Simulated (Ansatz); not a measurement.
# Calculations on AlH5S

Part 1: Relaxation

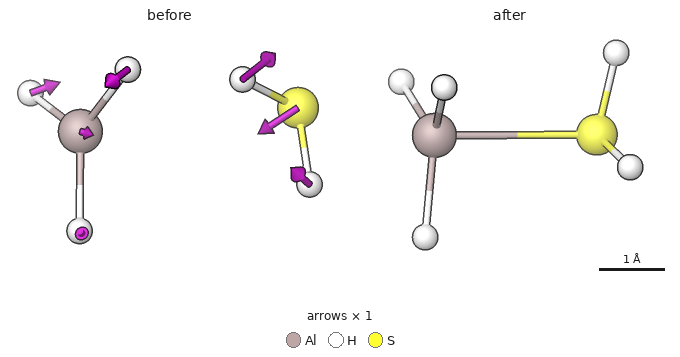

The structure of AlH$_{5}$S before (left) and after (right) a relaxation, at one scale. The purple arrows give the displacements, at their true length.

Style: ball-and-stick. Shown face on.

The run prepares an end point of a later path (reaction) calculation, from a guessed geometry.

All numbers below come from Ansatz 0.2.0, RKS B3LYP/def2-SVP. (no spin polarisation; force threshold 0.03 eV/Å; at most 50 steps)

> Describe what moved and what it gained.

After 15 accepted moves (19 points after the start) the energy has fallen by 9.99 kcal/mol. The largest force component goes from 0.65 to 0.029 eV/Å. The line search rejected the trial steps at points 7, 12, 14, 17 of the run. The forces were under the threshold at step 6, but the run went on from there. The largest move after the best rigid fit is that of an H atom, 1.00 Å. Largest moves by element: H 1.00 Å, S 0.77 Å, Al 0.24 Å. Some distances before and after: Al–S 3.451 → 2.627 Å, H–S 1.385 → 1.355 Å, Al–H 1.571 → 1.596 Å. New bonds form, among them: Al–S (3.45 → 2.63 Å). Bond angles that change, for instance: H–Al–H 121.7° → 119.4°.

Part 2: Relaxation

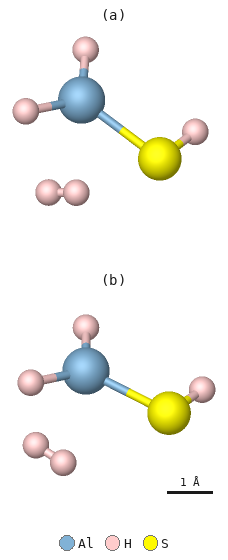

The structure of AlH₅S before (top) and after (bottom) a relaxation, at one scale.

A ball-and-stick model, seen at a tilt.

The run prepares an end point of a later path (reaction) calculation, from a guessed geometry.

The calculation used Ansatz, RKS B3LYP/def2-SVP. Settings: no spin polarisation; force threshold 0.03 eV/Å; at most 50 steps.

What changed between the two?

The largest move after the best rigid fit is that of the S atom, 0.41 Å. By element the largest moves are S 0.41 Å, H 0.40 Å, Al 0.17 Å. Among the contacts that change: Al–S 2.243 → 2.202 Å, H–H 0.723 → 0.763 Å, H–S 1.360 → 1.354 Å. After 8 accepted moves (10 points after the start) the energy has fallen by 3.27 kcal/mol. Largest force component: 1.7 eV/Å at the start, 0.016 eV/Å at the end. The line search rejected the trial steps at points 3, 8 of the run. The run took 18 s on 1 thread of Arm Neoverse V1 (shared host), peak memory 0.11 GiB.

Limits of the set-up: the start holds two separate molecules, 2.5 Å apart at their closest, whose relative position is a soft coordinate and is computed without a dispersion correction.

Part 3: Path

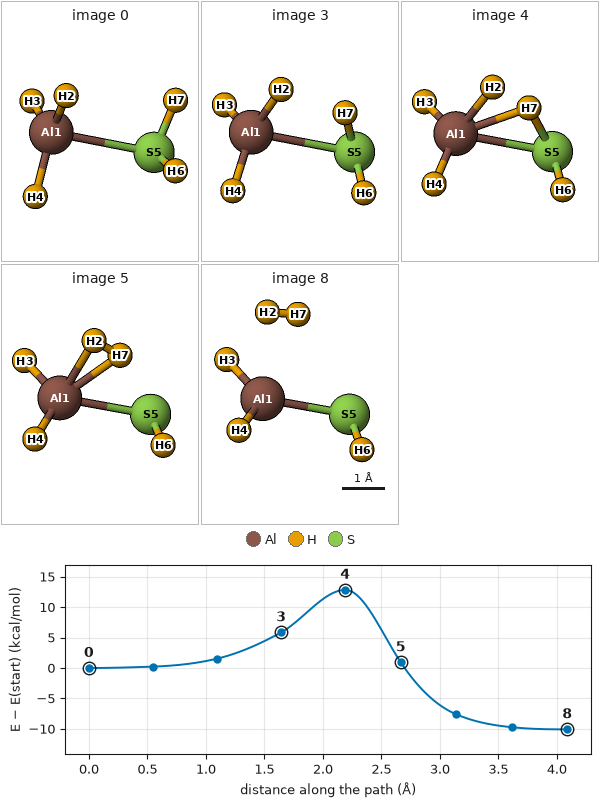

A search for the minimum-energy path of AlH$_{5}$S by the nudged elastic band. Images are numbered from 0 (start) to 8 (end). Style: ball-and-stick. Shown at a tilt.

These are results of RKS B3LYP/def2-SVP (Ansatz 0.2.0), not measurements. Settings: 7 movable images; climbing image; force threshold 0.05 eV/Å; iteration limit 60; starting path through a guess of the saddle point.

Question: Describe the mechanism and the energy profile.

Answer: The energy climbs by 12.8 kcal/mol to image 4 and then falls by 22.9 kcal/mol, so the end point sits at −10.1 kcal/mol. Breaking: Al1–H2 (1.60 → 1.71 at the top → 2.62 Å), S5–H7 (1.36 → 1.61 at the top → 3.37 Å). Forming: H2–H7 (3.25 → 1.17 at the top → 0.76 Å). The band is converged.

Cost: 2.2 min on 1 thread of Arm Neoverse V1, with other jobs on the host, peak memory 0.11 GiB.
